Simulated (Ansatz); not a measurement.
```yaml
atoms:
  - { symbol: C, position_ang: [-0.4612, 1.7250, -1.5854] }
  - { symbol: Br, position_ang: [-1.1780, 3.2252, -2.3456] }
  - { symbol: Cl, position_ang: [2.1749, 2.0245, -0.2816] }
  - { symbol: F, position_ang: [-0.5507, 0.6583, -2.2893] }
  - { symbol: Si, position_ang: [0.2599, 1.6198, 0.3505] }
```

Geometry: B3LYP/6-31G*.

Theory: isolated molecule in a Gaussian basis; Kohn-Sham density functional theory, functional PBE0 (Ansatz 0.2.0).

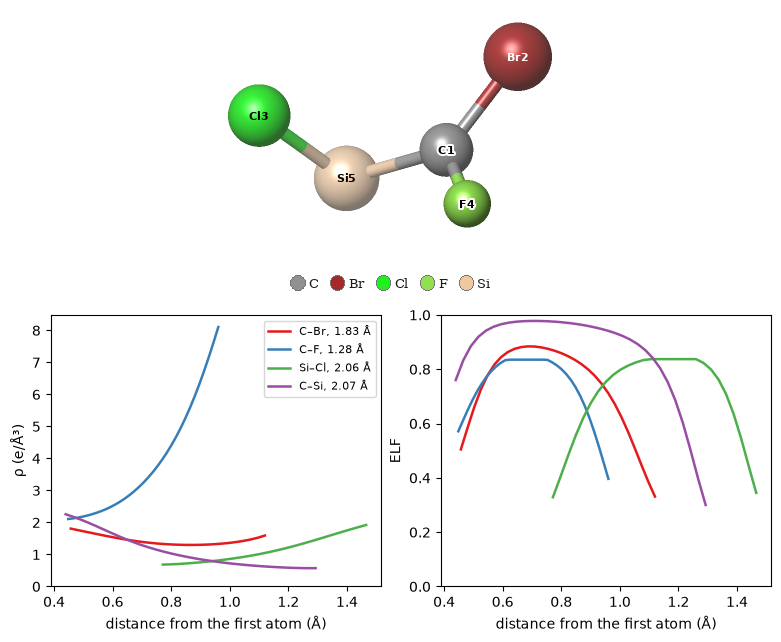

CBrClFSi (charge +1). Total electron density and electron localisation function along straight lines between neighbouring atoms. The curves leave out the atomic cores. The structure is drawn too.

### What can be read from the curves?

C–Br (1.83 Å): ρ is about 1.3 e/Å³ halfway; the ELF peaks at about 0.90 between the atoms (localised, covalent bonding).
C–F (1.28 Å): ρ is about 2.7 e/Å³ halfway; the ELF peaks at about 0.85 between the atoms: a shared but strongly polarised pair.
Si–Cl (2.06 Å): the density is about 0.9 e/Å³ at the midpoint; the ELF peaks at about 0.85 between the atoms: a polar covalent bond.
C–Si (2.07 Å): ρ is about 0.69 e/Å³ halfway, with its minimum of 0.57 e/Å³ about 1.3 Å from C; the ELF peaks at about 1 between the atoms (a shared electron pair).
